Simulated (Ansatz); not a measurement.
Appearance energy of a fragment ion: C3H9MgN → [C3H7]+ + MgNH2 + e⁻

Species: C3H9MgN `C[CH](C)[Mg][NH2]`, singlet; [C3H7]+ `C[CH+]C`, singlet; MgNH2 `[NH2][Mg]`, doublet. 

Shapes, held fixed at every level: PBE0-D4/def2-TZVP. Programs: Ansatz 0.2.0. Electronic energies: no zero-point or thermal term.

```tsv
level	kind	ΔE (eV)	less CCSD(T)/def2-TZVPP	CPU time (sum over the molecules)
SPW92/def2-TZVPP	LDA	+9.67	-0.03	8.7 s
PBE-D4/def2-TZVPP	GGA	+9.42	-0.28	16 s
r2SCAN0-D4/def2-TZVPP	global hybrid	+9.45	-0.25	30 s
wB97X-V/def2-TZVPP	range-separated hybrid	+9.61	-0.09	42 s
B2PLYP/def2-TZVPP	double hybrid	+9.48	-0.22	32 s
MP2/def2-SVP	perturbation theory	+9.57	-0.13	–
CCSD(T)/def2-TZVPP	coupled cluster or CI	+9.70	0.00	17 min
```

The highest level, CCSD(T)/def2-TZVPP, gives ΔE = +9.70 eV; the levels span +9.42 to +9.70. The column of differences is taken from that level and isn't an error. No measured value is set beside it here. Open shells run unrestricted unless RO is named. Correlated rows may include outer-core shells of Mg, which these sets cover unevenly. The onset seen in experiment also holds zero-point changes and kinetic shifts. Times are processor times on shared x86 and Arm servers, and rough.

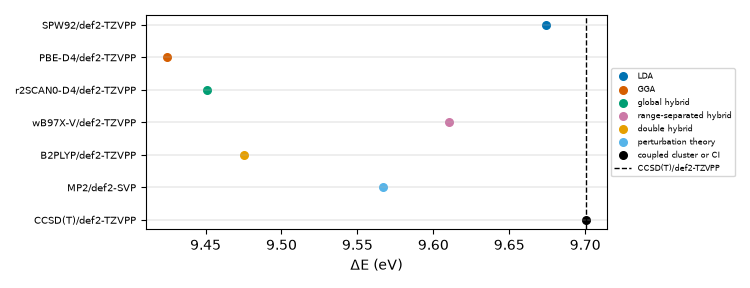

The values of the table, level by level.
